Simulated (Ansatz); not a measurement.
# CaO (rock salt), frozen-phonon scan

Relaxed CaO (rock salt):

```
CaO
1.0
    0.00000     4.83070     4.83070
    2.41535     2.41535     4.83070
    2.41535     2.41535     0.00000
O Ca
2 2
Direct
  0.00000   0.00000   0.00000
  0.50000   0.00000   0.00000
  0.00000   0.50000   0.50000
  0.50000   0.50000   0.50000
```

A phonon eigenvector at X = (0.5, 0.5, 0.0) is frozen into this cell: atom i moves by Q times the vector below, so Q is the largest atomic displacement, in Å. The cell is held. (q is in reciprocal vectors of the primitive cell; the cell shown is doubled to hold the pattern.)

| atom | x | y | z |
|---|---|---|---|
| O1 | 0.000 | 0.000 | 1.000 |
| O2 | 0.000 | 0.000 | -1.000 |
| Ca3 | 0.000 | 0.000 | 0.236 |
| Ca4 | 0.000 | 0.000 | -0.236 |

Method: PBE (plane waves to 420 eV, PAW, scalar-relativistic; Ansatz, a first-principles code). k mesh 12×12×12 (Γ-centred), Fermi-Dirac smearing 0.05 eV. Energies are smeared free energies. Stress and pressure are positive under compression. CaO was relaxed with its symmetry unable to fall. The zero of ΔE is the undisplaced structure.

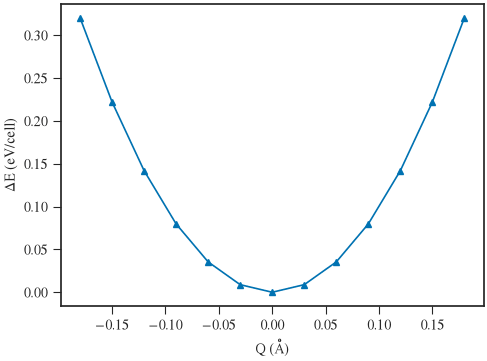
Figure. ΔE (eV/cell) against Q (Å); markers are the computed points, lines only join them.

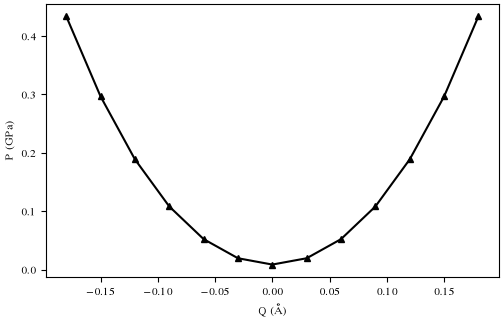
Figure. P (GPa) against Q (Å); computed points joined by lines.

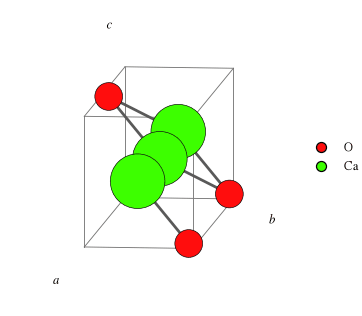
Fig. 1. The cell of the calculation at Q = -0.180 Å.

The energy at Q = 0.180 Å is 320 meV/cell. Wavenumber by perturbation theory (DFPT, on another k mesh): 383 cm⁻¹. Harmonic wavenumber from the curvature (finite differences): 383 cm⁻¹. Space group of the distorted cell: P4/nmm (No. 129), lowered from Fm-3m. Symmetry of the curve: even: the same for both signs.

E″ = 19.66 eV/Å², M = Σ mᵢ|uᵢ|² = 36.5 u, ν̃ = 521.5·√(|E″|/M).

(For displaced atoms, the force is minus the slope of the energy, and its curvature is a force constant, which sets phonon frequencies.)
